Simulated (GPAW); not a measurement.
# Quasiparticle gap of SnCCl2 (chair-type functionalised monolayer) in GPAW

Aim: the G0W0 gap of SnCCl2 (chair-type functionalised monolayer) on PBE, step by step.

Main program and level: GPAW 26.7.0; PBE and many-body steps on it, plane waves.

### Step 1. The structure

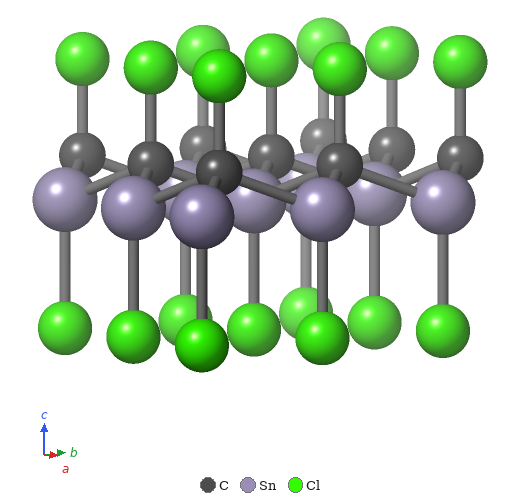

Start, viewed from the side, with the c axis up; carbon dark grey, tin purple, chlorine green. 3×3×1 cells are drawn.

The cell holds 4 atoms: 1 C, 1 Sn and 2 Cl. Its edges and angles: a = 3.424 Å, b = 3.424 Å, c = 15.700 Å, α = 90.0°, β = 90.0°, γ = 120.0°. Vacuum lies along c.

The start is a generated structure, not a measured one.

### Step 2. Relaxation

This step: GPAW 26.7.0; DFT, PBE, plane waves, PAW.

A relaxation at this level of theory: leftover forces would pass straight into the levels.

The input, run.py:

```python
import json
import numpy as np
from gpaw.mpi import world
from ase import Atoms
from ase.constraints import FixSymmetry
from ase.filters import FrechetCellFilter
from ase.optimize import BFGS
from gpaw import GPAW, PW, FermiDirac

atoms = Atoms(['C', 'Sn', 'Cl', 'Cl'],
    cell=[[3.4242377000, 0.0000000000, 0.0000000000],
      [-1.7121188500, 2.9654768368, 0.0000000000],
      [0.0000000000, 0.0000000000, 15.7000000000]],
    scaled_positions=[[0.3333333333, 0.6666666667, 0.5406326964],
      [0.6666666667, 0.3333333333, 0.4961125265],
      [0.3333333333, 0.6666666667, 0.6505116773],
      [0.6666666667, 0.3333333333, 0.3494883227]],
    pbc=(True, True, False))
atoms.set_constraint(FixSymmetry(atoms))
atoms.calc = GPAW(mode=PW(700),
    xc='PBE',
    kpts={'size': (9, 9, 1), 'gamma': True},
    occupations=FermiDirac(0.02),
    convergence={'density': 1e-5},
    txt='relax.txt')
steps = []
opt = BFGS(FrechetCellFilter(atoms, mask=[1, 1, 0, 0, 0, 1]), logfile='bfgs.log')
opt.attach(lambda: steps.append([atoms.get_potential_energy(), atoms.cell[:], atoms.positions.copy(), atoms.get_forces()]))
converged = opt.run(fmax=0.03, steps=50)
res = {'converged': bool(converged), 'steps': steps, 'cell': atoms.cell[:], 'frac': atoms.get_scaled_positions()}

if world.rank == 0:
    with open('result.json', 'w') as f:
        json.dump(res, f, default=lambda x: x.tolist())
```

Started as:

```bash
$ mpirun -n 4 gpaw python run.py
```

Log:

```text
Step     Time          Energy          fmax
BFGS:    0       -16.113205        2.121882
BFGS:    1       -16.262889        1.594183
BFGS:    2       -16.499094        1.007534
[...]
BFGS:   10       -16.707554        0.055857
BFGS:   11       -16.707796        0.023456
```

Run time: 2.4 min. Hardware: 4 MPI ranks of Arm Neoverse V1, shared host; peak memory 1.4 GiB.

Relaxation path:

| step | energy less that of the first step (eV) | largest force (eV/Å) |
| --- | --- | --- |
| 1 | 0.0000 | 2.1219 |
| 2 | -0.1497 | 0.9978 |
| 3 | -0.3859 | 0.5438 |
| 4 | -0.4795 | 1.0031 |
| 5 | -0.5324 | 1.0179 |
| 6 | -0.5655 | 0.6945 |
| 7 | -0.5809 | 0.3858 |
| 8 | -0.5854 | 0.3099 |
| 9 | -0.5903 | 0.3086 |
| 10 | -0.5931 | 0.1861 |
| 11 | -0.5943 | 0.0559 |
| 12 | -0.5946 | 0.0235 |

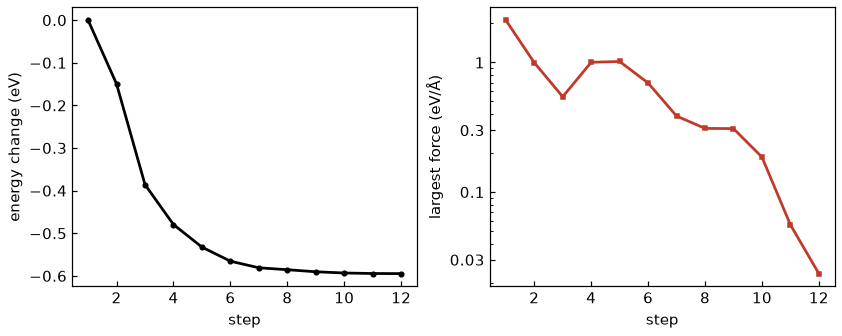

Energy and largest force along the relaxation.

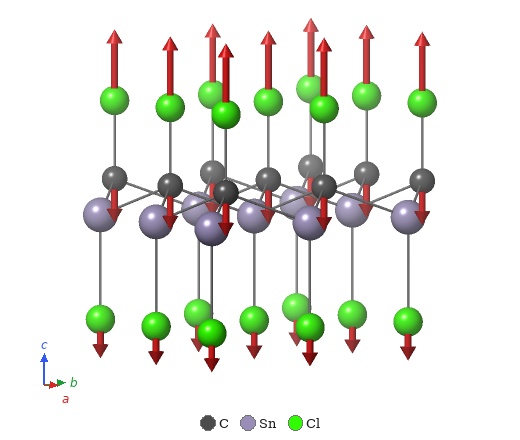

Displacements in the relaxation, exaggerated; the longest in the cell stands for 0.06 Å. 3×3×1 cells are drawn.

The atoms that moved most (Å):

| atom | dx | dy | dz | length |
| --- | --- | --- | --- | --- |
| Cl3 | 0.000 | 0.000 | 0.062 | 0.062 |
| C1 | 0.000 | 0.000 | -0.035 | 0.035 |
| Cl4 | 0.000 | 0.000 | -0.028 | 0.028 |

Final coordinates:

```xyz
4
Lattice="3.6991 0.0000 0.0000 -1.8496 3.2036 0.0000 0.0000 0.0000 15.7000" Properties=species:S:1:pos:R:3
C     0.0000    2.1357    8.4529
Sn    1.8496    1.0679    7.7902
Cl    0.0000    2.1357   10.2750
Cl    1.8496    1.0679    5.4589
```

### Step 3. Ground state

The ground-state density comes first.

The input, run.py:

```python
import json
import numpy as np
from gpaw.mpi import world
from ase import Atoms
from gpaw import GPAW, PW, FermiDirac

atoms = Atoms(['C', 'Sn', 'Cl', 'Cl'],
    cell=[[3.6991411401, 0.0000000000, 0.0000000000],
      [-1.8495705700, 3.2035501995, 0.0000000000],
      [0.0000000000, 0.0000000000, 15.7000000000]],
    scaled_positions=[[0.3333333333, 0.6666666667, 0.5383980899],
      [0.6666666667, 0.3333333333, 0.4961889441],
      [0.3333333333, 0.6666666667, 0.6544556553],
      [0.6666666667, 0.3333333333, 0.3477001231]],
    pbc=(True, True, False))
calc = GPAW(mode=PW(600),
    xc='PBE',
    kpts={'size': (9, 9, 1), 'gamma': True},
    occupations=FermiDirac(0.001),
    nbands=-8,
    convergence={'density': 1e-6, 'bands': -3},
    maxiter=100,
    txt='gs.txt')
atoms.calc = calc
res = {'energy': atoms.get_potential_energy()}
kpts = calc.get_ibz_k_points()
res['kpts'] = kpts
res['eigenvalues'] = [calc.get_eigenvalues(kpt=k) for k in range(len(kpts))]
res['n_electrons'] = calc.get_number_of_electrons()
calc.write('gs.gpw')

if world.rank == 0:
    with open('result.json', 'w') as f:
        json.dump(res, f, default=lambda x: x.tolist())
```

Started as:

```bash
$ mpirun -n 4 gpaw python run.py
```

Log:

```text
__  _  _
 | _ |_)|_||  |
 |__||  | ||/\| - 26.7.0

Input parameters:
  mode=PW(ecut=600.0),
  convergence={'density': 1e-06, 'bands': -3},
  kpts=MonkhorstPack(size=(9, 9, 1), gamma=True),
  maxiter=100,
  nbands=-8,
  occupations=Occupations(name='fermi-dirac', width=0.001, fixmagmom=False),
  xc=XC(name='PBE')
  [... matrices ...]
Diagonalizing LCAO Hamiltonian
Converting LCAO to pw mode

        Cl

        C
           Sn

           Cl

Atoms  # Å, Bohr magnetons
|   | symbol |         x |        y |         z |    initial magnetic moments |
| 0 |      C | -0.000000 | 2.135700 |  8.452850 | ( 0.0000,  0.0000,  0.0000) |
| 1 |     Sn |  1.849571 | 1.067850 |  7.790166 | ( 0.0000,  0.0000,  0.0000) |
| 2 |     Cl | -0.000000 | 2.135700 | 10.274954 | ( 0.0000,  0.0000,  0.0000) |
| 3 |     Cl |  1.849571 | 1.067850 |  5.458892 | ( 0.0000,  0.0000,  0.0000) |

Unit cell  # Å
| periodic |         x |        y |         z |   lengths |     angles |
|      yes |  3.699141 | 0.000000 |  0.000000 |  3.699141 |  90.000000 |
|      yes | -1.849571 | 3.203550 |  0.000000 |  3.699141 |  90.000000 |
|       no |  0.000000 | 0.000000 | 15.700000 | 15.700000 | 120.000000 |

Number of symmetries: 6
Symmetry operations  # r_c * U_cc + t_c -> r_c
|   | kind |            matrix            |
| 0 |  σ   |  1, 1, 0,  0,-1, 0,  0, 0, 1 |
| 1 |  E   |  1, 0, 0,  0, 1, 0,  0, 0, 1 |
| 2 |  C3  |  0, 1, 0, -1,-1, 0,  0, 0, 1 |
| 3 |  σ   |  0,-1, 0, -1, 0, 0,  0, 0, 1 |
| 4 |  σ   | -1, 0, 0,  1, 1, 0,  0, 0, 1 |
| 5 |  C3  | -1,-1, 0,  1, 0, 0,  0, 0, 1 |

BZ-sampling:
  Number of BZ points: 81
  Number of IBZ points: 12

  Monkhorst-Pack size: [9, 9, 1]
  Monkhorst-Pack shift: [0, 0, 0]

K-points  # in reciprocal-cell coordinates
|     |                                coordinates |     weight |
|   0 | (  0.00000000,   0.00000000,   0.00000000) | 0.01234568 |
|   1 | (  0.11111111,   0.00000000,   0.00000000) | 0.07407407 |
|   2 | (  0.22222222,  -0.11111111,   0.00000000) | 0.07407407 |
|   3 | (  0.22222222,   0.00000000,   0.00000000) | 0.07407407 |
|   4 | (  0.33333333,  -0.11111111,   0.00000000) | 0.14814815 |
|   5 | (  0.33333333,   0.00000000,   0.00000000) | 0.07407407 |
|   6 | (  0.33333333,   0.33333333,   0.00000000) | 0.02469136 |
|   7 | (  0.44444444,  -0.22222222,   0.00000000) | 0.07407407 |
|   8 | (  0.44444444,  -0.11111111,   0.00000000) | 0.14814815 |
|   9 | (  0.44444444,   0.00000000,   0.00000000) | 0.07407407 |
| ... |                                            |            |
|  11 | (  0.44444444,   0.44444444,   0.00000000) | 0.07407407 |

Plane wave coefficients: 6253
Cutoff: 600.0 eV

Spin-components: 1 (collinear spins)
Bands:           24
Projectors:      21
Spin-degeneracy: 2
Datatype:        complex128

  Storage: CPU
  Wave functions: 28_574_208 bytes (7_143_552 per core)
  Projectors: 34_527_168 bytes (8_631_792 per core)
  [... matrices ...]
Parallelization:
  kpt:    4
  domain: 1
  band:   1

Density:
  Valence electrons: 32.0
  Components: 1
  Grid points: [21 21 90]
  Charge: 0.0  # |e|

Potential:
  Grid points: [21 21 90]

species:
  C:
    name:    Carbon
    Z:       6.0
    valence: 4
    core:    2
    charge:  0.0  # [|e|]
    compensation charges:
      type: gauss
      rc: 0.20  # [Å]
      lmax: 2
    cutoffs:
      filter: 1.14  # [Å]
      core: 1.14  # [Å]
    projectors
    | kind |    occ | energy [eV] | rcut [Å] |
    |   2s |  2.000 |     -13.751 |    0.635 |
    |   2p |  2.000 |      -5.284 |    0.635 |
    |    s |        |      13.461 |    0.635 |
    |    p |        |      21.927 |    0.635 |
    |    d |        |       0.000 |    0.635 |

    Using partial waves for C as LCAO basis

  Sn:
    name:    Tin
    Z:       50.0
    valence: 14
    core:    36
    charge:  0.0  # [|e|]
    compensation charges:
      type: gauss
      rc: 0.38  # [Å]
      lmax: 2
    cutoffs:
      filter: 2.23  # [Å]
      core: 2.35  # [Å]
    projectors
    | kind |    occ | energy [eV] | rcut [Å] |
    |   5s |  2.000 |     -10.538 |    1.201 |
    |   5p |  2.000 |      -3.696 |    1.270 |
    |   4d | 10.000 |     -25.845 |    1.185 |
    |    s |        |      16.674 |    1.201 |
    |    p |        |      23.515 |    1.270 |
    |    d |        |       1.367 |    1.185 |

    Using partial waves for Sn as LCAO basis

  Cl:
    name:    Chlorine
    Z:       17.0
    valence: 7
    core:    10
    charge:  0.0  # [|e|]
    compensation charges:
      type: gauss
      rc: 0.25  # [Å]
      lmax: 2
    cutoffs:
      filter: 1.40  # [Å]
      core: 1.49  # [Å]
    projectors
    | kind |    occ | energy [eV] | rcut [Å] |
    |   3s |  2.000 |     -20.689 |    0.794 |
    |   3p |  5.000 |      -8.594 |    0.794 |
    |    s |        |       6.523 |    0.794 |
    |    p |        |      18.617 |    0.794 |
    |    d |        |       0.000 |    0.794 |

    Using partial waves for Cl as LCAO basis

Reference energy: -194148.220214  # eV

eigensolver:
  PPCG
  Converge bands: -3
  niter=2

density mixing:
  MSR1-Mixer
  Pratt-step length: 0.05
  Maximum mixing coefficient: 0.75
  Old densities: 10
  SVD Regularization: 0.005
  Good broyden scale: 1.0
  Trust region scale: 1.0
  Backstep threshold: 4.0
  History deletion threshold: 6.0
  Fourier metric: weight=20.0, sigma=0.015

occupation numbers:
  Fermi-Dirac:
    width: 0.0010  # eV

poisson solver:
  ecut: 4800.0  # eV

xc functional:
  name: PBE with 2 nearest neighbor stencil

Initialization done in: 1.119 s

convergence criteria:
- Maximum integral of absolute [dens]ity change: 1e-06 electrons / valence electron
- Maximum [total energy] change in last 3 cyles: 0.0005 eV / valence electron
- Maximum integral of absolute [eigenst]ate change: 4e-08 eV^2 / valence electron
maximum number of iterations: 100

SCF iterations
|iter     |     time |      energy | eigst |  dens |
|iter:   1|  |  -17.860066 | +0.92 |       |
|iter:   2|  |  -17.589055 | -0.30 | -1.03 |
|iter:   3|  |  -16.714716 | -0.69 | -1.08 |
|iter:   4|  |  -16.702141 | -1.70 | -1.59 |
|iter:   5|  |  -16.701667c| -2.05 | -1.97 |
|iter:   6|  |  -16.697501c| -2.71 | -2.26 |
|iter:   7|  |  -16.697618c| -3.78 | -2.94 |
|iter:   8|  |  -16.697551c| -4.30 | -3.24 |
|iter:   9|  |  -16.697555c| -5.29 | -3.70 |
|iter:  10|  |  -16.697556c| -6.24 | -4.21 |
|iter:  11|  |  -16.697556c| -6.87 | -4.75 |
|iter:  12|  |  -16.697556c| -7.38 | -5.34 |
|iter:  13|  |  -16.697556c| -7.84c| -6.01c|

Converged in 13 steps
SCF loop duration: 10.717 s (0.824 s/step)
Energy contributions relative to reference atoms: (reference = -194148.220214)
  [... matrices ...]
Energy contributions:
  Kinetic:          19.920964
  Coulomb:         -18.612021
  Zero:              0.016439
  External:          0.000000
  Xc:              -18.022938
  Entropy:          -0.000000
  Spinorbit:         0.000000
  ----------------------------
  Free energy:     -16.697556
  Extrapolated:    -16.697556

dipole moment: (2.386280, -1.377711, 0.115829)  # |e|*Ang

Fermi level: -1.466
Eigenvalues  # (at kpt = [0.000, 0.000, 0.000])
| band index |      eig [eV] | occ [0-2] |
|          0 |       -23.049 |     2.000 |
|        ... |               |           |
|          8 |        -7.989 |     2.000 |
|          9 |        -5.059 |     2.000 |
|         10 |        -4.617 |     2.000 |
|         11 |        -4.617 |     2.000 |
|         12 |        -2.810 |     2.000 |
|         13 |        -2.810 |     2.000 |
|         14 |        -1.570 |     2.000 |
|         15 |        -1.570 |     2.000 |
|         16 |        -0.699 |     0.000 |
|         17 |         0.982 |     0.000 |
|         18 |         3.354 |     0.000 |
|         19 |         4.157 |     0.000 |
|         20 |         4.157 |     0.000 |
|         21 |         4.286 |     0.000 |
|         22 |         4.820 |     0.000 |
|         23 |         5.528 |     0.000 |

Gap: 0.871 eV
Transition (v -> c):
  (s=0, k=0, n=15, [0.00, 0.00, 0.00]) -> (s=0, k=0, n=16, [0.00, 0.00, 0.00])
No difference between direct/indirect transitions
vacuum-level: 4.510  # V
# Writing to gs.gpw (mode='')
  [... matrices ...]
```

It took 14 s on 4 MPI ranks; peak memory 0.89 GiB; 54 s of CPU time.

Numbers from this step:

```yaml
total_energy: -16.70 eV
gap: 0.8705 eV
k_of_the_valence_top: 0, 0, 0
k_of_the_conduction_bottom: 0, 0, 0
least_direct_gap: 0.8705 eV
```

The gap is direct, at Γ.

### Step 4. Bands along the symmetry lines

Levels along a band path, at the cheap level, show where the edges lie and whether the meshes to come will hold them.

The input, run.py:

```python
import json
import numpy as np
from gpaw.mpi import world
from gpaw import GPAW

path = [[0.000000, 0.000000, 0.000000],
    [0.062500, 0.000000, 0.000000],
    [0.125000, 0.000000, 0.000000],
    [0.187500, 0.000000, 0.000000],
    [0.250000, 0.000000, 0.000000],
    [0.312500, 0.000000, 0.000000],
    [0.375000, 0.000000, 0.000000],
    [0.437500, 0.000000, 0.000000],
    [0.500000, 0.000000, 0.000000],
    [0.479167, 0.041667, 0.000000],
    [0.458333, 0.083333, 0.000000],
    [0.437500, 0.125000, 0.000000],
    [0.416667, 0.166667, 0.000000],
    [0.395833, 0.208333, 0.000000],
    [0.375000, 0.250000, 0.000000],
    [0.354167, 0.291667, 0.000000],
    [0.333333, 0.333333, 0.000000],
    [0.291667, 0.291667, 0.000000],
    [0.250000, 0.250000, 0.000000],
    [0.208333, 0.208333, 0.000000],
    [0.166667, 0.166667, 0.000000],
    [0.125000, 0.125000, 0.000000],
    [0.083333, 0.083333, 0.000000],
    [0.041667, 0.041667, 0.000000],
    [0.000000, 0.000000, 0.000000]]
calc = GPAW('gs.gpw').fixed_density(kpts=path,
    symmetry='off',
    nbands=26,
    convergence={'bands': 22},
    txt='bands.txt')
res = {}
kpts = calc.get_ibz_k_points()
res['kpts'] = kpts
res['eigenvalues'] = [calc.get_eigenvalues(kpt=k) for k in range(len(kpts))]
res['n_electrons'] = calc.get_number_of_electrons()

if world.rank == 0:
    with open('result.json', 'w') as f:
        json.dump(res, f, default=lambda x: x.tolist())
```

Started as:

```bash
$ mpirun -n 4 gpaw python run.py
```

Log:

```text
Diagonalizing LCAO Hamiltonian
Converting LCAO to pw mode
convergence criteria:
- Maximum integral of absolute [eigenst]ate change: 4e-08 eV^2 / valence electron
maximum number of iterations: 100

SCF iterations
|iter     |     time |      energy | eigst |  dens |
|iter:   1|  |             | +1.39 |       |
|iter:   2|  |             | +0.02 |       |
|iter:   3|  |             | -0.67 |       |
[...]
|iter:  13|  |             | -6.72 |       |
|iter:  14|  |             | -7.33 |       |
|iter:  15|  |             | -7.73c|       |
SCF steps: 15
  __  _  _
 | _ |_)|_||  |
 |__||  | ||/\| - 26.7.0

Input parameters:
  mode=PW(ecut=600.0),
  convergence={'bands': 22},
  gpts=array([21, 21, 90]),
  kpts=KPoints(kpts=array([[0.      , 0.      , 0.      ],
         [0.0625  , 0.      , 0.      ],
         [0.125   , 0.      , 0.      ],
         [0.1875  , 0.      , 0.      ],
[...]
[0.479167, 0.041667, 0.      ],
         [0.458333, 0.083333, 0.      ],
[...]
[0.416667, 0.166667, 0.      ],
[...]
[0.25    , 0.25    , 0.      ],
[...]
[0.125   , 0.125   , 0.      ],
         [0.083333, 0.083333, 0.      ],
         [0.041667, 0.041667, 0.      ],
         [0.      , 0.      , 0.      ]])),
  maxiter=100,
  nbands=26,
  occupations=Occupations(name='fermi-dirac', width=0.001, fixmagmom=False),
  parallel={},
  symmetry=Symmetry(point_group=False, time_reversal=False),
  xc=XC(name='PBE')
  [... matrices ...]
timing:  # [seconds]
  Total: 0.023  # ━━━━━━━━━━━━━━━━━━━━━━━━━━━━━━━━━━━━━━━━━━━━━━━━━━━━━━━━━━━
```

Elapsed: 27 s, on 4 MPI ranks; peak memory 1 GiB.

This step gave:

```yaml
gap: 0.8705 eV
k_of_the_valence_top: 0, 0, 0
k_of_the_conduction_bottom: 0, 0, 0
least_direct_gap: 0.8705 eV
```

The gap is 0.871 eV, as in the run before at this level.

Electronic bands along the path, in eV, zero at the top of the highest filled band:

| point | band 13 | band 14 | band 15 | band 16 | band 17 | band 18 | band 19 | band 20 |
| --- | --- | --- | --- | --- | --- | --- | --- | --- |
| Γ | -1.24 | -1.24 | 0.00 | 0.00 | 0.87 | 2.55 | 4.92 | 5.73 |
| M | -2.84 | -2.42 | -1.71 | -0.81 | 2.19 | 3.92 | 4.08 | 6.52 |
| K | -2.78 | -2.33 | -2.12 | -1.81 | 3.88 | 3.99 | 5.11 | 5.82 |
| Γ | -1.24 | -1.24 | 0.00 | 0.00 | 0.87 | 2.55 | 4.92 | 5.73 |

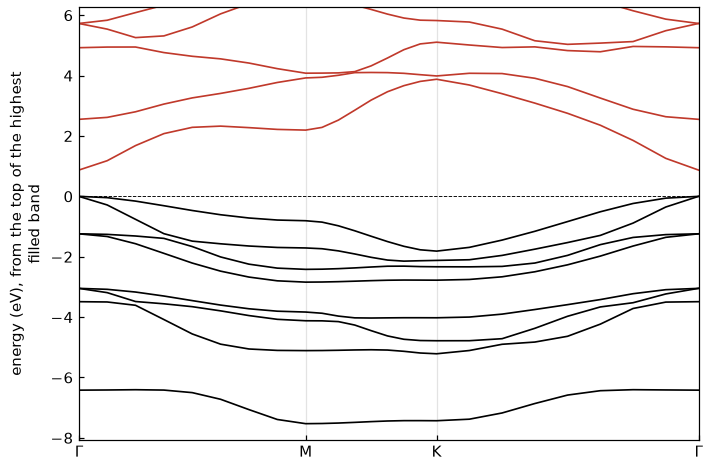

Electronic bands along the path; lines of filled and empty bands in two colours.

### Step 5. Empty states on the mesh, 9×9×1 mesh, 206 bands

The sums over transitions need many empty states on a uniform mesh; this step solves for them.

The input, run.py:

```python
import json
import numpy as np
from gpaw.mpi import world
from gpaw import GPAW

calc = GPAW('gs.gpw').fixed_density(kpts={'size': (9, 9, 1), 'gamma': True},
    nbands=240,
    convergence={'bands': 206},
    txt='nscf.txt')
calc.write('full.gpw', mode='all')
res = {}
kpts = calc.get_ibz_k_points()
res['kpts'] = kpts
res['eigenvalues'] = [calc.get_eigenvalues(kpt=k) for k in range(len(kpts))]
res['n_electrons'] = calc.get_number_of_electrons()

if world.rank == 0:
    with open('result.json', 'w') as f:
        json.dump(res, f, default=lambda x: x.tolist())
```

Started as:

```bash
$ mpirun -n 4 gpaw python run.py
```

Log:

```text
Diagonalizing LCAO Hamiltonian
Converting LCAO to pw mode
convergence criteria:
- Maximum integral of absolute [eigenst]ate change: 4e-08 eV^2 / valence electron
maximum number of iterations: 100

SCF iterations
|iter     |     time |      energy | eigst |  dens |
|iter:   1|  |             | +4.40 |       |
|iter:   2|  |             | +3.19 |       |
|iter:   3|  |             | +2.09 |       |
[...]
|iter:  15|  |             | -7.06 |       |
|iter:  16|  |             | -7.39 |       |
|iter:  17|  |             | -7.69c|       |
SCF steps: 17
  __  _  _
 | _ |_)|_||  |
 |__||  | ||/\| - 26.7.0

Input parameters:
  mode=PW(ecut=600.0),
  convergence={'bands': 206},
  gpts=array([21, 21, 90]),
  kpts=MonkhorstPack(size=(9, 9, 1), gamma=True),
  maxiter=100,
  nbands=240,
  occupations=Occupations(name='fermi-dirac', width=0.001, fixmagmom=False),
  parallel={},
  xc=XC(name='PBE')
# Writing to full.gpw (mode='all')
  [... matrices ...]

timing:  # [seconds]
  Total: 0.089  # ━━━━━━━━━━━━━━━━━━━━━━━━━━━━━━━━━━━━━━━━━━━━━━━━━━━━━━━━━━━
```

It took 3 min on 4 MPI ranks; peak memory 1.5 GiB.

Numbers from this step:

```
gap                                                           : 0.8705 eV
k of the valence top                                          : 0, 0, 0
k of the conduction bottom                                    : 0, 0, 0
least direct gap                                              : 0.8705 eV
k points computed                                             : 12
lowest point of the top converged band, above the valence top : 57.6531 eV
```

On this mesh the gap is 0.871 eV.

(Continued in part 2 of 2.)

[Paths, hosts, dates, memory and timing lines, banners, echoed tables and standing remarks are left out of the program output.]

[Logs are printed without paths, hosts, clocks, repeated set-up lines and the standing remarks that a program may print on its own settings, such as how far it seeks lower states.]

[Runs of the session that timed out or met a known fault of the program may be left out.]

[Hosts, paths, dates, database ids (printed as entryN), source tags and the programs' standing remarks are cut or masked in the printed files.]
